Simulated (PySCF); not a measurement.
SMILES COCC(C)OC(C)=[OH+] (charge +1), GFN2-xTB optimised geometry. Atoms within 1.6 Å of the plane z = 0.0 Å (x, y, z in Å): C1 (1.38, 1.26, 0.00), O2 (0.87, 0.54, -1.11), H10 (1.01, 2.29, 0.00), H11 (1.01, 0.74, 0.88), H12 (2.47, 1.26, 0.00), H19 (-2.47, -0.23, -0.61), H22 (-0.82, -2.29, -1.25).

Level of theory: PBE0/def2-SVP (PySCF). Cells within 0.4 Å of a nucleus heavier than hydrogen are left out (blank, or x).

Map of the electron localisation function on the plane z = 0.0 Å:

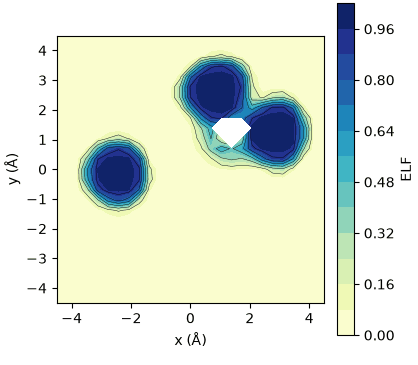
Fig. 1. Electron localisation function on the plane z = 0.0 Å.
